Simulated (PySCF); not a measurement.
System: C$_{3}$H$_{5}$OS (doublet).

Input

```
{"job": {"kind": "epr", "basis": "pcH-1"}, "charge": 0, "multiplicity": 2}
C     -1.229372     0.048829    -0.348027
C      0.053737     0.617805     0.093041
S      0.327251     2.172349     0.421966
C      1.177726    -0.440745     0.287107
O      0.742219    -1.659775     0.318902
H     -1.055467    -0.643775    -1.172613
H     -1.621654    -0.564749     0.467481
H     -1.946565     0.818536    -0.618526
H      1.776134    -0.220121    -0.632409
H      1.784876    -0.123698     1.160550
```

Launched as:

```sh
OMP_NUM_THREADS=1 python probes_run.py task.json out
```

Geometry: GFN2-xTB.

Computed with UKS B3LYP, pcH-1 on C H O S, non-relativistic, mean-field spin-orbit, GIAO (PySCF 2.14.0, density-fitted response routines).

What will maps of the electron density, electron localisation function and spin density show?

C–C (1.47 Å): the density is about 1.8 e/Å³ at the midpoint; the ELF peaks at about 0.95 between the atoms: a shared electron pair.
C–S (1.61 Å): the density is about 1.7 e/Å³ at the midpoint; the ELF peaks at about 0.90 between the atoms (localised, covalent bonding).
C–H (1.09 Å): ρ at the midpoint is about 2 e/Å³; the ELF climbs to about 1 towards the hydrogen, as it does in any bond to H; an ordinary covalent bond to hydrogen.
C–C (1.56 Å): the density is about 1.6 e/Å³ at the midpoint; the ELF peaks at about 0.95 between the atoms, as expected for a covalent bond.
The unpaired spin (1 electron) lies mostly on O5 (about 0.7), S3 (about 0.1) and H9 (about 0.1), in electrons by Hirshfeld's partition.

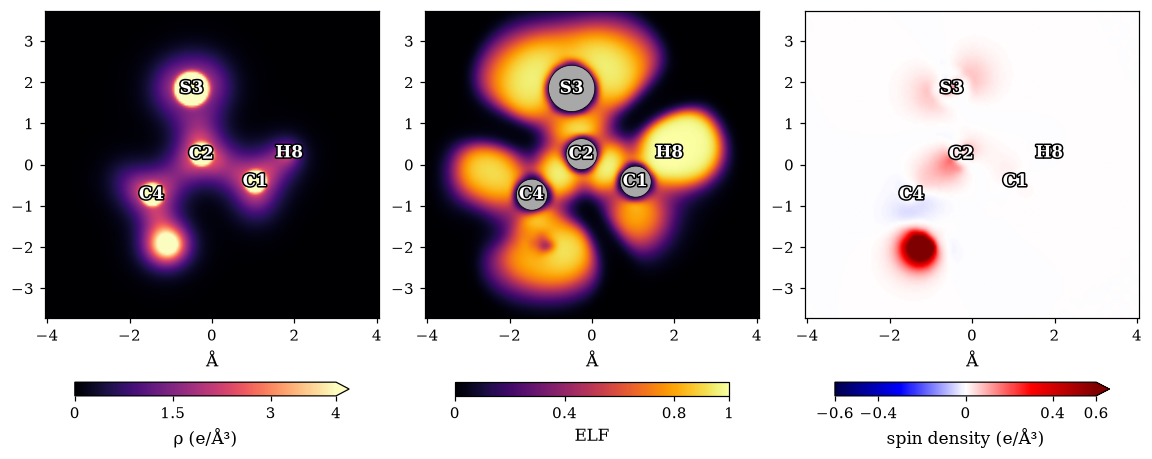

Computed electron density, electron localisation function and spin density on the plane of atoms S3, C2 and C4, in this order. Grey discs cover the atomic cores in the ELF map. 
